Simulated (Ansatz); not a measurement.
**A workflow on C3H10Si (SMILES C[SiH](C)C)**

Aim: a structure relaxation (singlet C3H10Si, RPBE-D3(BJ)/LANL2DZ), then a geometry optimisation (singlet C3H10Si, RPBE-D3(BJ)/LANL2DZ), then a transition-state search (singlet C3H10Si, RPBE-D3(BJ)/LANL2DZ) of C3H10Si. 

The calculation is run with Ansatz 0.2.0.

## 1. Starting point

C3H10Si has 14 atoms, charge 0, and is taken as a singlet. SMILES: `C[SiH](C)C`. Geometry: relaxed at PBE0-D4/def2-TZVP. The run starts from this shape.

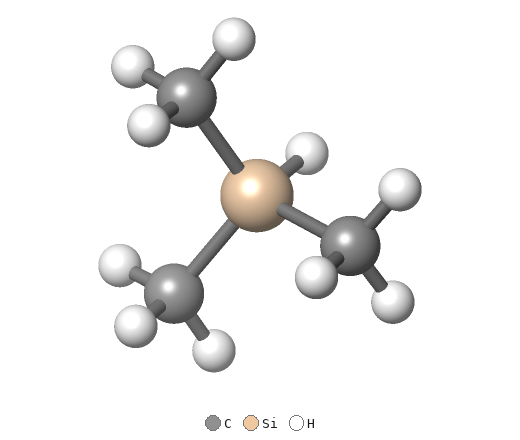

The structure, seen from a chosen angle (carbon grey, silicon light orange, hydrogen white).

## 2. A structure relaxation at RPBE-D3(BJ)/LANL2DZ (core potential) (run 1)

run.yaml reads:

```yaml
crystal:
  periodic: [false, false, false]
  atoms:
    - {symbol: C, position_ang: [-0.956800, 1.082600, -1.038400]}
    - {symbol: Si, position_ang: [-0.338800, -0.014600, 0.348900]}
    - {symbol: C, position_ang: [1.239400, 0.684100, 1.077800]}
    - {symbol: C, position_ang: [-0.051300, -1.756700, -0.277600]}
    - {symbol: H, position_ang: [-1.888100, 0.697200, -1.460900]}
    - {symbol: H, position_ang: [-1.145900, 2.098700, -0.683100]}
    - {symbol: H, position_ang: [-0.221600, 1.141300, -1.845900]}
    - {symbol: H, position_ang: [-1.379500, -0.059300, 1.420400]}
    - {symbol: H, position_ang: [2.029000, 0.733500, 0.322800]}
    - {symbol: H, position_ang: [1.601800, 0.063500, 1.901200]}
    - {symbol: H, position_ang: [1.081800, 1.694100, 1.464300]}
    - {symbol: H, position_ang: [-0.968800, -2.184000, -0.689800]}
    - {symbol: H, position_ang: [0.706900, -1.767300, -1.065700]}
    - {symbol: H, position_ang: [0.291900, -2.413100, 0.526000]}
basis:
  gaussian: {orbitals: LANL2DZ.json}
relax: {}
hamiltonian: {xc: {name: RPBE}, dispersion: d3bj}
```

The basis set LANL2DZ is read from a file made from the Basis Set Exchange's data (not shown).

Launch:

```
$ ansatz run run.yaml --threads 1 --pin off --max-ram 2610MiB --events-out events.jsonl --progress --plain --runs-dir runs
```

The program printed:

```text
Warning: RAYON_NUM_THREADS=1 ignored (pool sized by the plan → 1); use --threads N
The last accepted step is kept in runs//last_step.txt (removed where the run ends without a failure and the disk answers)
[... 45 lines left out ...]
Total energy: -3382.48768505 eV, -124.3041296931 hartree
[... 14 lines left out ...]
Dipole moment:     0.068214     0.002933    -0.070241 e Å
```

Run time: 16 s. Hardware: 1 thread of Arm Neoverse V1, shared host; peak memory 0.12 GiB.

Steps, from the record of the run:

```csv
step,energy from the first frame kept (eV),largest force (eV/Å)
1,0.0000,0.4057
2,-0.0366,0.1802
3,-0.0400,0.2428
4,-0.0422,0.0351
5,-0.0424,0.0021
```

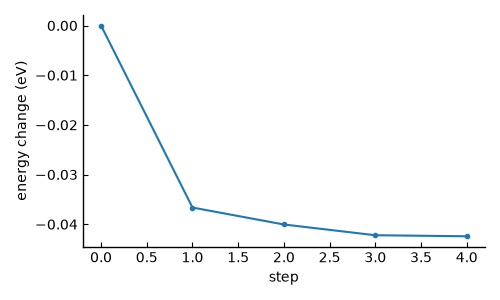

Energy along the run.

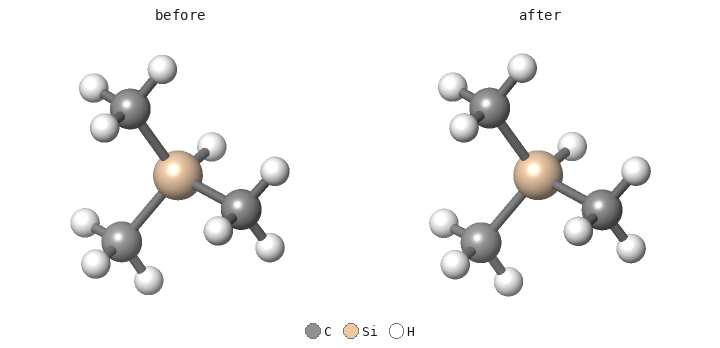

Before and after, at one scale.

After the run. Bond lengths: C1–Si2 1.901 Å, Si2–C3 1.901 Å, Si2–C4 1.901 Å, C1–H5 1.105 Å, C1–H6 1.105 Å, C1–H7 1.105 Å, Si2–H8 1.504 Å, C3–H9 1.105 Å, C3–H10 1.105 Å, C3–H11 1.105 Å, C4–H12 1.105 Å, C4–H13 1.105 Å, C4–H14 1.105 Å. Some angles: C1–Si2–C3 110.1°, C1–Si2–C4 110.1°, C3–Si2–C4 110.1°, C1–Si2–H8 108.8°, C3–Si2–H8 108.8°, C4–Si2–H8 108.8°, Si2–C1–H5 110.9°, Si2–C1–H6 110.9°, Si2–C1–H7 110.4°, Si2–C3–H9 110.4°.

## 3. Rotamer: a structure relaxation at RPBE-D3(BJ)/LANL2DZ (core potential) (run 2)

in.yaml reads:

```yaml
crystal:
  periodic: [false, false, false]
  atoms:
    - {symbol: C, position_ang: [-0.956800, 1.082600, -1.038400]}
    - {symbol: Si, position_ang: [-0.338800, -0.014600, 0.348900]}
    - {symbol: C, position_ang: [1.239400, 0.684100, 1.077800]}
    - {symbol: C, position_ang: [-0.051300, -1.756700, -0.277600]}
    - {symbol: H, position_ang: [-0.285637, 1.929848, -1.199861]}
    - {symbol: H, position_ang: [-1.027838, 0.528351, -1.977664]}
    - {symbol: H, position_ang: [-1.949137, 1.480422, -0.808127]}
    - {symbol: H, position_ang: [-1.379500, -0.059300, 1.420400]}
    - {symbol: H, position_ang: [2.029000, 0.733500, 0.322800]}
    - {symbol: H, position_ang: [1.601800, 0.063500, 1.901200]}
    - {symbol: H, position_ang: [1.081800, 1.694100, 1.464300]}
    - {symbol: H, position_ang: [-0.968800, -2.184000, -0.689800]}
    - {symbol: H, position_ang: [0.706900, -1.767300, -1.065700]}
    - {symbol: H, position_ang: [0.291900, -2.413100, 0.526000]}
basis:
  gaussian:
    orbitals: LANL2DZ.json
hamiltonian:
  xc: {name: RPBE}
  dispersion: d3bj
relax: {}
```

The basis set LANL2DZ is read from a file made from the Basis Set Exchange's data (not shown).

Launch:

```
$ ansatz run in.yaml --threads 1 --pin off --max-ram 2610MiB --events-out events.jsonl --progress --plain --runs-dir runs
```

The program printed (excerpt; [...] marks lines left out):

```text
Warning: RAYON_NUM_THREADS=1 ignored (pool sized by the plan → 1); use --threads N
[... 1 set-up line as earlier in the session ...]
[... 138 lines left out ...]
Total energy: -3382.48765688 eV, -124.3041286578 hartree
[... 14 lines left out ...]
Dipole moment:     0.071310     0.009456    -0.066265 e Å
```

Run time: 55 s. Hardware: 1 thread of Arm Neoverse V1, shared host; peak memory 0.12 GiB.

Steps, from the record of the run:

```csv
step,energy from the first frame kept (eV),largest force (eV/Å)
1,0.0000,0.4059
2,-0.0409,0.2248
3,-0.0472,0.1232
4,-0.0477,0.0069
5,-0.0477,0.0106
6,-0.0478,0.0026
7,-0.0485,0.0429
8,-0.0377,0.5801
9,-0.0508,0.0846
10,-0.0535,0.2244
11,-0.0571,0.2748
12,-0.0642,0.2421
13,-0.0804,0.0212
14,-0.0843,0.2442
15,-0.0882,0.1443
16,-0.0911,0.0701
17,-0.0610,0.5985
18,-0.0919,0.0205
19,-0.0921,0.0891
20,-0.0925,0.0083
```

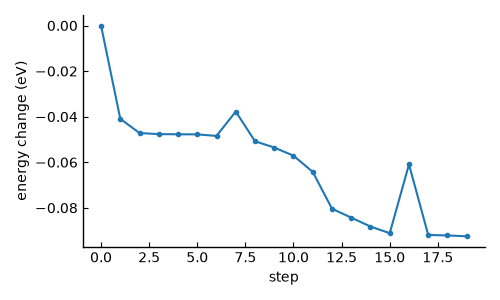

Energy along the run.

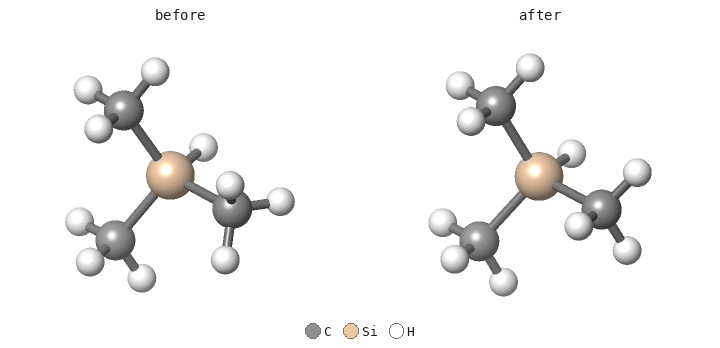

Before and after, at one scale.

After the run. Bond lengths: C1–Si2 1.901 Å, Si2–C3 1.901 Å, Si2–C4 1.901 Å, C1–H5 1.106 Å, C1–H6 1.105 Å, C1–H7 1.105 Å, Si2–H8 1.504 Å, C3–H9 1.105 Å, C3–H10 1.105 Å, C3–H11 1.105 Å, C4–H12 1.105 Å, C4–H13 1.105 Å, C4–H14 1.105 Å. Some angles: C1–Si2–C3 110.1°, C1–Si2–C4 110.1°, C3–Si2–C4 110.1°, C1–Si2–H8 108.8°, C3–Si2–H8 108.8°, C4–Si2–H8 108.8°, Si2–C1–H5 110.4°, Si2–C1–H6 110.9°, Si2–C1–H7 110.9°, Si2–C3–H9 110.4°.

## 4. Saddle: a transition-state search at RPBE-D3(BJ)/LANL2DZ (core potential) (run 3)

input.yaml reads:

```yaml
crystal:
  periodic: [false, false, false]
  atoms:
    - {symbol: C, position_ang: [-0.969677, 1.096993, -1.052015]}
    - {symbol: Si, position_ang: [-0.348623, -0.014970, 0.358951]}
    - {symbol: C, position_ang: [1.255665, 0.693113, 1.092356]}
    - {symbol: C, position_ang: [-0.052214, -1.780056, -0.281059]}
    - {symbol: H, position_ang: [-1.909167, 0.704020, -1.480202]}
    - {symbol: H, position_ang: [-1.157841, 2.124208, -0.691678]}
    - {symbol: H, position_ang: [-0.217914, 1.148327, -1.860779]}
    - {symbol: H, position_ang: [-1.395676, -0.059967, 1.437077]}
    - {symbol: H, position_ang: [2.044986, 0.737751, 0.319790]}
    - {symbol: H, position_ang: [1.622169, 0.063009, 1.922451]}
    - {symbol: H, position_ang: [1.095370, 1.715197, 1.479736]}
    - {symbol: H, position_ang: [-0.980019, -2.209331, -0.699763]}
    - {symbol: H, position_ang: [0.715180, -1.777018, -1.076655]}
    - {symbol: H, position_ang: [0.297761, -2.441276, 0.531789]}
basis:
  gaussian:
    orbitals: LANL2DZ.json
saddle:
  max_steps: 80
  final_atoms:
    - {symbol: C, position_ang: [-0.980265, 1.077335, -1.062828]}
    - {symbol: Si, position_ang: [-0.365164, -0.048465, 0.340214]}
    - {symbol: C, position_ang: [1.155450, 0.723792, 1.179416]}
    - {symbol: C, position_ang: [0.067924, -1.768311, -0.343639]}
    - {symbol: H, position_ang: [-0.189449, 1.210606, -1.823884]}
    - {symbol: H, position_ang: [-1.865906, 0.641436, -1.559501]}
    - {symbol: H, position_ang: [-1.257330, 2.074623, -0.675994]}
    - {symbol: H, position_ang: [-1.460100, -0.194208, 1.360583]}
    - {symbol: H, position_ang: [1.980808, 0.835100, 0.452599]}
    - {symbol: H, position_ang: [1.512107, 0.089730, 2.010832]}
    - {symbol: H, position_ang: [0.917199, 1.723317, 1.585292]}
    - {symbol: H, position_ang: [-0.812871, -2.238441, -0.816585]}
    - {symbol: H, position_ang: [0.866281, -1.689951, -1.104146]}
    - {symbol: H, position_ang: [0.424305, -2.435142, 0.461888]}
total_charge: 0
hamiltonian:
  xc: {name: RPBE}
  dispersion: d3bj
```

The basis set LANL2DZ is read from a file made from the Basis Set Exchange's data (not shown).

Launch:

```
$ ansatz run input.yaml --threads 1 --pin off --max-ram 2610MiB --events-out events.jsonl --progress --plain --runs-dir runs
```

The program printed:

```text
Warning: RAYON_NUM_THREADS=1 ignored (pool sized by the plan → 1); use --threads N
[... 193 lines left out ...]
  order_check: true
```

Run time: 3.6 min. Hardware: 1 thread of Arm Neoverse V1, shared host; peak memory 0.11 GiB.

The iterations ended before the threshold was met.

## 5. Results

| quantity | value |
| --- | --- |
| run 1, RPBE-D3(BJ)/LANL2DZ: total energy at the end | -124.30413 Eh |
| run 1, RPBE-D3(BJ)/LANL2DZ: dipole moment | 0.47 D |
| run 1, RPBE-D3(BJ)/LANL2DZ: dispersion energy | -137.25 kJ/mol |
| rotamer: total energy at the end | -124.30413 Eh |
| rotamer: dipole moment | 0.47 D |
| rotamer: dispersion energy | -137.24 kJ/mol |
| saddle | no result (not converged) |

What this shows: The optimisation (run 1, RPBE-D3(BJ)/LANL2DZ) took 4 steps and changed the energy by -0.042 eV. Mulliken charges (run 1, RPBE-D3(BJ)/LANL2DZ) run from -0.96 on C1 to +0.95 on Si2. The optimisation (rotamer) took 19 steps and changed the energy by -0.092 eV. 1 of the 3 runs did not end normally.
